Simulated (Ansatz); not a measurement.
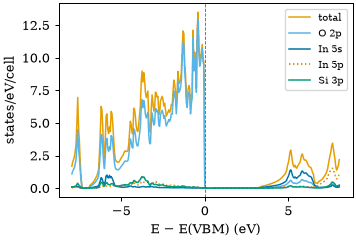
*Total and projected density of states of In2Si2O7 in space group C2/m (No. 12; Pearson symbol mS22), plane-wave PAW LDA (Ansatz code)*

Task: Which orbitals carry the states next to the gap?

Result: Top 1 eV of the valence band: O 2p 96 %. Bottom 1 eV of the conduction band: In 5s 44 %, O 2s 25 %, O 2p 13 %, In 5p 7 %, Si 3s 7 %. Projections are on Löwdin-orthogonalised atomic valence shells; empty p or d shells of many metals are not among them.

Task: Where is the tallest occupied peak in this window, and what makes it?

Result: Near -0.4 eV, about 13 states/eV per cell; the largest projected share is O 2p.

The workflow started from a Materials Project entry (that database holds measured and hypothetical structures alike); the Crystallography Open Database files this formula in space group No. 12, but the cells were not matched. Its standing as an ambient phase is unchecked. The cell was relaxed with LDA under the symmetry of its start; phonons on a q-mesh show no instability. Spin–orbit coupling is left out wherever it is not named.

Potentials: the later of the program's two PAW sets.
